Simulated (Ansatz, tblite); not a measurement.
# The cluster ZrAl₆+: a ladder of methods and basis sets

How do method and basis change the picture of the cluster ZrAl₆+ (doublet)?

Method: as each input shows; program: Ansatz 0.2.0, Gaussian basis.

Levels to be run: GFN1-xTB, GFN2-xTB, PBE-D4/def2-TZVP, r2SCAN-D4/def2-TZVP, ωB97X-V/def2-TZVP, PBE-D4/def2-SVP, PBE0-D4/def2-SVP, CCSD(T)/def2-SVP, MP2/def2-TZVP, RPA/def2-TZVP.

8 further runs of the same task are left out: 3 that didn't finish, 5 set aside as unsound or not needed. Runs told in other sessions of the task aren't counted.

## 1. The relaxed structure

The geometry is that of the doublet, from an earlier relaxation (B3LYP-D4/def2-SVP). At that level it is the lowest of the isomers that a small search found.

7 atoms, charge 1, spin multiplicity 2.

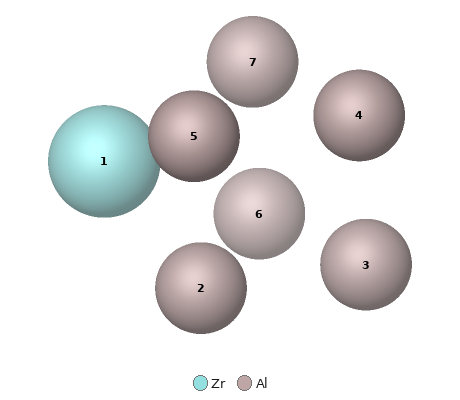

The geometry (zirconium light teal, aluminium light grey); atoms are numbered from 1 in the order of the file.

Zr takes a core potential in the def2 sets. No spin-orbit coupling is included. The ion is computed in the gas phase, without counter-ions or solvent.

PBE0-D4/def2-TZVP was run before; its log isn't repeated, and its numbers join the tables.

## 2. GFN1-xTB

Tight binding, by tblite at 300 K electronic temperature and without a spin-polarisation term:

```python
tblite.interface.Calculator('GFN1-xTB', numbers, positions, charge=1, uhf=1).singlepoint()
```

Energy -223.8526 eV; 0.01 s.

## 3. GFN2-xTB

Tight binding, by tblite at 300 K electronic temperature and without a spin-polarisation term:

```python
tblite.interface.Calculator('GFN2-xTB', numbers, positions, charge=1, uhf=1).singlepoint()
```

Energy -194.3304 eV; 0.05 s.

## 4. PBE-D4/def2-TZVP

start.molden holds the orbitals of an earlier run on this state, given as this run's starting guess.

Input file in.yaml:

```yaml
crystal:
  periodic: [false, false, false]
  atoms:
    - {symbol: Zr, position_ang: [-0.899477, 2.021592, -0.841364]}
    - {symbol: Al, position_ang: [1.593161, 1.108284, -0.027725]}
    - {symbol: Al, position_ang: [1.329378, -0.955370, 1.590889]}
    - {symbol: Al, position_ang: [0.105241, -2.266887, -0.249911]}
    - {symbol: Al, position_ang: [0.343556, -0.224801, -1.898558]}
    - {symbol: Al, position_ang: [-0.612175, 0.826367, 1.648141]}
    - {symbol: Al, position_ang: [-1.859683, -0.509185, -0.221462]}
basis:
  gaussian: {orbitals: def2-TZVP, initial_orbitals: start.molden}
total_charge: 1
magnetization: {spin_polarized: true, initial_magnetization: 1}
hamiltonian: {xc: pbe, dispersion: d4}
scf: {omitted_lower_state_checks: [starts]}
output: {orbitals: {seedname: orbitals}}
```

Command:

```console
> ansatz run in.yaml --threads 4 --pin off --events-out ev --progress --plain --max-ram 4787MiB
```

Output:

```text
Functional definition: PBE
  name "PBE"
  cite "Perdew, Burke & Ernzerhof, Phys. Rev. Lett. 77, 3865 (1996) doi:10.1103/PhysRevLett.77.3865"
  parent pbe
  parameter kappa = 0.804
  parameter beta = 0.06672455060314922
  exchange = pbe_x(kappa = kappa, mu = beta*pi^2/3)
  correlation = pbe_c(beta = beta)
these checks for a lower state are left out or cut short: starts
1875 factors; their error is unknown
mean field evaluation 1: about -40835.5864 eV, gradient 1.1e1 eV
mean field evaluation 2: about -40835.7758 eV, gradient 3.2e-1 eV
mean field evaluation 4: about -40835.7596 eV, gradient 5.0e-2 eV
mean field evaluation 8: about -40835.7596 eV, gradient 1.6e-5 eV
mean field -40835.75958774 eV, -1500.6864853776 hartree, gradient 1.6e-5 eV, S^2 0.783941; 0 other end points of the search recorded, 0 dependent functions left out
reference -40835.75963150 eV, -1500.6864869856 hartree; 45, 44 occupied and 217, 218 virtual orbitals, 1875 factors
Total energy: -40836.19473836 eV, -1500.7024768678 hartree
Checks for a lower state left out: starts
```

Run time: 14 s. Hardware: 4 threads of Arm Neoverse V2, shared host; peak memory 0.64 GiB.

HOMO -7.85 eV, LUMO -7.37 eV (over both spins); ⟨S²⟩ 0.784 (pure: 0.75).

## 5. r2SCAN-D4/def2-TZVP

in.yaml, as its differences from that of step 4:

```diff
@@ -14,4 +14,4 @@
 magnetization: {spin_polarized: true, initial_magnetization: 1}
-hamiltonian: {xc: pbe, dispersion: d4}
+hamiltonian: {xc: r2scan, dispersion: d4}
 scf: {omitted_lower_state_checks: [starts]}
-output: {orbitals: {seedname: orbitals}}
+output: {forces: true, orbitals: {seedname: orbitals}}
```

The command is unchanged.

Output, shortened:

```text
Functional definition: r2SCAN
  name "r2SCAN"
  cite "Furness, Kaplan, Ning, Perdew & Sun, J. Phys. Chem. Lett. 11, 8208 (2020) doi:10.1021/acs.jpclett.0c02405"
  cite "Furness, Kaplan, Ning, Perdew & Sun, J. Phys. Chem. Lett. 11, 9248 (2020) doi:10.1021/acs.jpclett.0c03077"
  parent r2scan
[...]
1875 factors; their error is unknown
[...]
mean field -40852.78532089 eV, -1501.3121695301 hartree, gradient 1.2e-5 eV, S^2 0.879836; 0 other end points of the search recorded, 0 dependent functions left out
[...]
reference -40852.78534466 eV, -1501.3121704039 hartree; 45, 44 occupied and 217, 218 virtual orbitals, 1875 factors
Total energy: -40852.86202052 eV, -1501.3149881898 hartree
Atom 0 at    -0.899477     2.021592    -0.841364 Å, force    -0.042920     0.094524    -0.039957 eV/Å
Atom 1 at     1.593161     1.108284    -0.027725 Å, force    -0.219508    -0.206556     0.062304 eV/Å
Atom 2 at     1.329378    -0.955370     1.590889 Å, force    -0.176423     0.033040    -0.226021 eV/Å
Atom 3 at     0.105241    -2.266887    -0.249911 Å, force     0.041362     0.266991     0.102366 eV/Å
Atom 4 at     0.343556    -0.224801    -1.898558 Å, force    -0.060485    -0.036532     0.300355 eV/Å
Atom 5 at    -0.612175     0.826367     1.648141 Å, force     0.151180    -0.160319    -0.217721 eV/Å
Atom 6 at    -1.859683    -0.509185    -0.221462 Å, force     0.306794     0.008852     0.018675 eV/Å
Dipole moment:    -0.158375     0.355995    -0.148271 e Å
Checks for a lower state left out: starts
```

Run time: 95 s. Hardware: 4 threads of Arm Neoverse V2, shared host; peak memory 1.3 GiB.

Report: HOMO -8.15 eV, LUMO -7.27 eV (over both spins); ⟨S²⟩ 0.880 (pure: 0.75).

## 6. ωB97X-V/def2-TZVP

in.yaml, as its differences from that of step 5:

```diff
@@ -14,4 +14,4 @@
 magnetization: {spin_polarized: true, initial_magnetization: 1}
-hamiltonian: {xc: r2scan, dispersion: d4}
+hamiltonian: {xc: {name: wB97X-V}}
 scf: {omitted_lower_state_checks: [starts]}
-output: {forces: true, orbitals: {seedname: orbitals}}
+output: {orbitals: {seedname: orbitals}}
```

Launched as before.

Output, shortened:

```text
Functional definition: wB97X-V
  name "wB97X-V"
  cite "Mardirossian & Head-Gordon, Phys. Chem. Chem. Phys. 16, 9904 (2014) doi:10.1039/C3CP54374A"
  cite "Becke, J. Chem. Phys. 107, 8554 (1997) doi:10.1063/1.475007"
  cite "Vydrov & Van Voorhis, J. Chem. Phys. 133, 244103 (2010) doi:10.1063/1.3521275"
[...]
      + integral(e_c_pw_opposite_spin*poly(b97_u_opposite, cos0, cos1)) + vv10(b, c)
[...]
1906 factors; their error is unknown
474 factors; integrals over basis functions are off by at most 8.2e-6 eV
the host lacks memory for fits, so the integrals are decomposed
1757 factors; integrals over basis functions are off by at most 7.0e-4 eV
474 factors; integrals over basis functions are off by at most 8.2e-6 eV
[...]
mean field -40846.72457457 eV, -1501.0894412109 hartree, gradient 2.4e-5 eV, S^2 0.828536; 0 other end points of the search recorded, 0 dependent functions left out
reference -40846.72457240 eV, -1501.0894411315 hartree; 45, 44 occupied and 217, 218 virtual orbitals, 1757 factors
Total energy: -40846.72457240 eV, -1501.0894411315 hartree
Checks for a lower state left out: starts
```

Run time: 89 s. Hardware: 4 threads of Arm Neoverse V2, shared host; peak memory 1.9 GiB.

Report: HOMO -10.43 eV, LUMO -4.79 eV (over both spins); ⟨S²⟩ 0.829 (pure: 0.75).

## 7. PBE-D4/def2-SVP

in.yaml, as its differences from that of step 6:

```diff
@@ -11,6 +11,6 @@
 basis:
-  gaussian: {orbitals: def2-TZVP, initial_orbitals: start.molden}
+  gaussian: {orbitals: def2-SVP, initial_orbitals: start.molden}
 total_charge: 1
 magnetization: {spin_polarized: true, initial_magnetization: 1}
-hamiltonian: {xc: {name: wB97X-V}}
+hamiltonian: {xc: pbe, dispersion: d4}
 scf: {omitted_lower_state_checks: [starts]}
```

Launched as before.

Output:

```text
Functional definition: PBE
  name "PBE"
  cite "Perdew, Burke & Ernzerhof, Phys. Rev. Lett. 77, 3865 (1996) doi:10.1103/PhysRevLett.77.3865"
  parent pbe
  parameter kappa = 0.804
  parameter beta = 0.06672455060314922
  exchange = pbe_x(kappa = kappa, mu = beta*pi^2/3)
  correlation = pbe_c(beta = beta)
these checks for a lower state are left out or cut short: starts
1436 factors; their error is unknown
mean field evaluation 1: about -40821.0997 eV, gradient 6.0e0 eV
mean field evaluation 2: about -40821.3081 eV, gradient 2.4e-1 eV
mean field evaluation 4: about -40821.2197 eV, gradient 1.8e-2 eV
mean field evaluation 8: about -40821.2197 eV, gradient 7.2e-5 eV
mean field evaluation 16: about -40821.2197 eV, gradient 3.4e-6 eV
mean field -40821.21970635 eV, -1500.1521545919 hartree, gradient 3.4e-6 eV, S^2 0.777744; 0 other end points of the search recorded, 0 dependent functions left out
reference -40821.21974984 eV, -1500.1521561903 hartree; 45, 44 occupied and 94, 95 virtual orbitals, 1436 factors
Total energy: -40821.65485670 eV, -1500.1681460724 hartree
Checks for a lower state left out: starts
```

Run time: 7 s. Hardware: 4 threads of Arm Neoverse V2, shared host.

From the report: HOMO -7.97 eV, LUMO -7.48 eV (over both spins); ⟨S²⟩ 0.778 (pure: 0.75).

## 8. PBE0-D4/def2-SVP

in.yaml, as its differences from that of step 7:

```diff
@@ -14,3 +14,3 @@
 magnetization: {spin_polarized: true, initial_magnetization: 1}
-hamiltonian: {xc: pbe, dispersion: d4}
+hamiltonian: {xc: pbe0, dispersion: d4}
 scf: {omitted_lower_state_checks: [starts]}
```

The command is unchanged.

Output, shortened:

```text
Functional definition: PBE0
  name "PBE0"
  cite "Adamo & Barone, J. Chem. Phys. 110, 6158 (1999) doi:10.1063/1.478522"
  cite "Perdew, Burke & Ernzerhof, Phys. Rev. Lett. 77, 3865 (1996) doi:10.1103/PhysRevLett.77.3865"
  parent pbe
[...]
1278 factors; integrals over basis functions are off by at most 9.9e-4 eV
[...]
mean field -40823.42133892 eV, -1500.2330630964 hartree, gradient 8.9e-6 eV, S^2 0.813617; 0 other end points of the search recorded, 0 dependent functions left out
reference -40823.42137135 eV, -1500.2330642883 hartree; 45, 44 occupied and 94, 95 virtual orbitals, 1278 factors
Total energy: -40823.79749235 eV, -1500.2468864801 hartree
Checks for a lower state left out: starts
```

It took 11 s on 4 threads of Arm Neoverse V2, shared host; peak memory 0.61 GiB.

Report: HOMO -8.87 eV, LUMO -6.79 eV (over both spins); ⟨S²⟩ 0.814 (pure: 0.75).

## 9. CCSD(T)/def2-SVP

in.yaml, as its differences from that of step 8:

```diff
@@ -14,4 +14,4 @@
 magnetization: {spin_polarized: true, initial_magnetization: 1}
-hamiltonian: {xc: pbe0, dispersion: d4}
-scf: {omitted_lower_state_checks: [starts]}
+correlation: {method: ccsd_t}
+scf: {omitted_lower_state_checks: [starts, cluster_reference]}
 output: {orbitals: {seedname: orbitals}}
```

Same command.

Output, shortened:

```text
Functional definition: HF
  name "HF"
  cite "Fock, Z. Phys. 61, 126 (1930) doi:10.1007/BF01340294"
  parent pbe
[...]
1278 factors; integrals over basis functions are off by at most 9.9e-4 eV
[...]
mean field -40741.78489549 eV, -1497.2329791355 hartree, gradient 6.0e-6 eV, S^2 2.006974; 0 other end points of the search recorded, 0 dependent functions left out
30 core orbitals not correlated: weight in the atoms' cores, before any rotation towards them, 1.000 or more for the frozen orbitals, at most 0.000 for the correlated occupied ones
reference -40741.78489549 eV, -1497.2329791355 hartree; 15, 14 occupied and 94, 95 virtual orbitals, 1278 factors
second order -16.81964310 eV of doubles, -0.00000000 eV of singles
cycle   1  -15.39190158 eV  change     1.4e0 eV  update   3.3e-1
[...]
cycle  22  -17.33607312 eV  change    5.0e-6 eV  update   2.7e-5
perturbative correction -1.90000354 eV, -0.0698238424 hartree
Total energy: -40761.02097215 eV, -1497.9398919142 hartree
Checks for a lower state left out: starts, cluster_reference
```

It took 56 s on 4 threads of Arm Neoverse V2, shared host; peak memory 1.5 GiB.

Hartree-Fock HOMO -9.87 eV, LUMO -4.21 eV (over both spins); ⟨S²⟩ 2.007 (pure: 0.75); T1 0.088. Doubts: large T1 diagnostic, spin contamination.

## 10. MP2/def2-TZVP

in.yaml, as its differences from that of step 9:

```diff
@@ -11,7 +11,7 @@
 basis:
-  gaussian: {orbitals: def2-SVP, initial_orbitals: start.molden}
+  gaussian: {orbitals: def2-TZVP, initial_orbitals: start.molden}
 total_charge: 1
 magnetization: {spin_polarized: true, initial_magnetization: 1}
-correlation: {method: ccsd_t}
-scf: {omitted_lower_state_checks: [starts, cluster_reference]}
+correlation: {method: mp2}
+scf: {omitted_lower_state_checks: [starts]}
 output: {orbitals: {seedname: orbitals}}
```

Launched as before.

Output, shortened:

```text
Functional definition: HF
  name "HF"
  cite "Fock, Z. Phys. 61, 126 (1930) doi:10.1007/BF01340294"
  parent pbe
[...]
1757 factors; integrals over basis functions are off by at most 7.0e-4 eV
[...]
mean field -40756.19687012 eV, -1497.7626094343 hartree, gradient 3.8e-6 eV, S^2 2.352265; 0 other end points of the search recorded, 0 dependent functions left out
30 core orbitals not correlated: weight in the atoms' cores, before any rotation towards them, 1.000 or more for the frozen orbitals, at most 0.000 for the correlated occupied ones
reference -40756.19687012 eV, -1497.7626094343 hartree; 15, 14 occupied and 217, 218 virtual orbitals, 1757 factors
second order -19.92384528 eV of doubles, -0.00000000 eV of singles
Total energy: -40776.12071539 eV, -1498.4947972433 hartree
Checks for a lower state left out: starts
```

Wall time 29 s (4 threads of Arm Neoverse V2, shared host); peak memory 1.2 GiB.

Hartree-Fock HOMO -9.76 eV, LUMO -4.02 eV (over both spins); ⟨S²⟩ 2.352 (pure: 0.75). Doubts: spin contamination.

## 11. RPA/def2-TZVP

in.yaml, as its differences from that of step 10:

```diff
@@ -14,4 +14,4 @@
 magnetization: {spin_polarized: true, initial_magnetization: 1}
-correlation: {method: mp2}
+hamiltonian: {xc: pbe}
+correlation: {method: rpa}
 scf: {omitted_lower_state_checks: [starts]}
-output: {orbitals: {seedname: orbitals}}
```

The command is unchanged.

Output, shortened:

```text
Functional definition: PBE
  name "PBE"
  cite "Perdew, Burke & Ernzerhof, Phys. Rev. Lett. 77, 3865 (1996) doi:10.1103/PhysRevLett.77.3865"
  parent pbe
[...]
1757 factors; integrals over basis functions are off by at most 7.0e-4 eV
[...]
mean field -40835.75958244 eV, -1500.6864851825 hartree, gradient 2.6e-6 eV, S^2 0.783941; 0 other end points of the search recorded, 0 dependent functions left out
30 core orbitals not correlated: weight in the atoms' cores, before any rotation towards them, 1.000 or more for the frozen orbitals, at most 0.000 for the correlated occupied ones
reference -40753.28813797 eV, -1497.6557154995 hartree; 15, 14 occupied and 217, 218 virtual orbitals, 1757 factors
Total energy: -40787.02233563 eV, -1498.8954243977 hartree
Checks for a lower state left out: starts
```

It took 21 s on 4 threads of Arm Neoverse V2, shared host; peak memory 1 GiB.

From the report: ⟨S²⟩ 0.784 (pure: 0.75).

## 12. Levels side by side

```csv
level,functions,HOMO (eV),LUMO (eV),gap (eV),⟨S²⟩,time
PBE-D4/def2-SVP,139,-7.97,-7.48,0.50,0.778,7 s
PBE-D4/def2-TZVP,262,-7.85,-7.37,0.48,0.784,14 s
r2SCAN-D4/def2-TZVP,262,-8.15,-7.27,0.89,0.880,95 s
PBE0-D4/def2-SVP,139,-8.87,-6.79,2.09,0.814,11 s
PBE0-D4/def2-TZVP,262,-8.74,-6.66,2.08,0.828,47 s
ωB97X-V/def2-TZVP,262,-10.43,-4.79,5.64,0.829,89 s
```

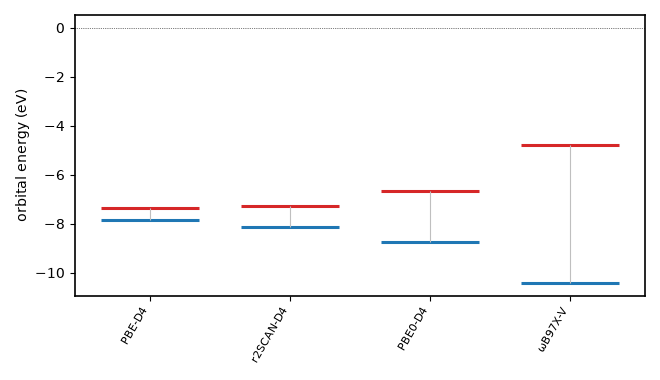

Highest filled (blue) and lowest empty (red) level in def2-TZVP, over both spins.

Energy pieces by basis (eV):

```csv
basis,HF,MP2 correlation,CCSD correlation,(T),total
def2-SVP,-40741.7849,-16.8196,-17.3361,-1.9000,-40761.0210
def2-TZVP,-40756.1969,-19.9238,,,-40776.1207 (MP2)
```

The correlation energy is far from converged in these sets, so it jumps between bases; where outer-core shells are correlated, the sets cover them unevenly.

## 13. Outcome

```
                                                  quantity                                value
 gap in def2-TZVP, named functionals, smallest and largest  0.48 eV (PBE-D4), 5.64 eV (ωB97X-V)
                      correlation energy, CCSD(T)/def2-SVP                            -19.24 eV
                         correlation energy, MP2/def2-TZVP                            -19.92 eV
⟨S²⟩ in def2-TZVP, named functionals, smallest and largest                         0.784, 0.880
           PBE0 total energy, smallest basis above largest       14.37 eV (def2-SVP, def2-TZVP)
```

What this shows: Orbital gaps of the named functionals in def2-TZVP span 0.48 eV (PBE-D4) to 5.64 eV (ωB97X-V); exact exchange widens it. Over the named functionals in def2-TZVP spin contamination reaches 0.13 (r2SCAN-D4). Notes on CCSD(T)/def2-SVP: large T1 diagnostic, spin contamination.

The slowest run with a step of its own, r2SCAN-D4/def2-TZVP, took 95 s; the quickest functional in def2-TZVP took 14 s (shared host).
